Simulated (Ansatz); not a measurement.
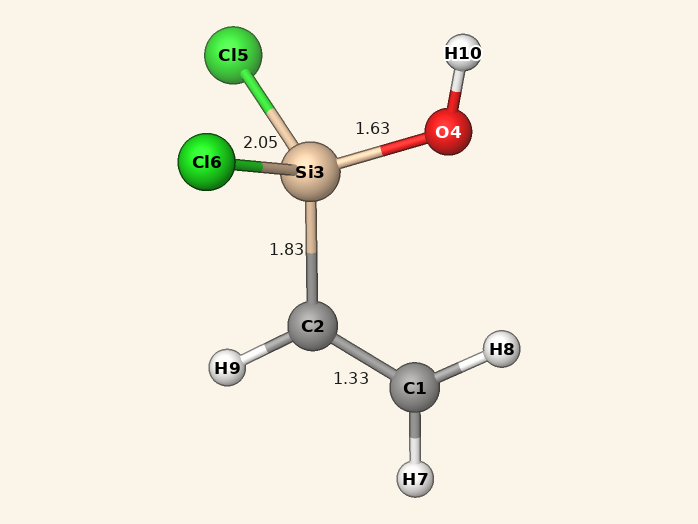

The numbers beside the sticks are distances in Å. Sticks don't show bond order. The computed structure is the end point of a PBE0-D4/def2-TZVP optimisation.

Q: Assign a bond order to each marked bond.

A: C1–C2 double; C2–Si3 single; Si3–O4 single; Si3–Cl6 single.

Q: Give the structure as SMILES.

A: C=C[Si](O)(Cl)Cl
